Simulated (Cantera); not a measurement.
A closed system holds: 1 mol Si₃N₄, 0.078 mol N₂O, a varied amount of N₂, equilibrated at 1550 K and 0.440 Pa.

These are equilibrium values from Cantera (NASA tables, ideal gas, pure condensed phases), not measurements of a reactor. Candidate condensed phases: Si, SiO₂, Si₂N₂O, Si₃N₄; 16 gas species. The tables' values for SiN are old estimates; treat these amounts as uncertain. Kinetics and transport are ignored.

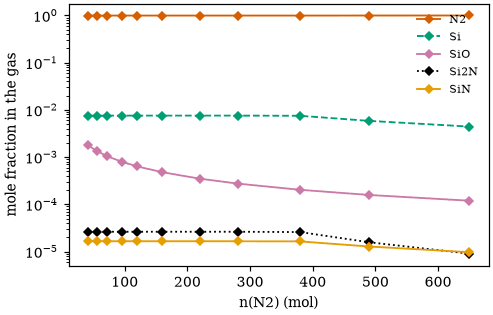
Equilibrium gas composition (values under 1e-9 drawn at 1e-9)

### Question
Read off the mole fractions at 95 mol N₂.

### Answer
N₂ about 0.99, Si about 0.0076, SiO about 0.00080, Si₂N about 2.6e-5, SiN about 1.6e-5.
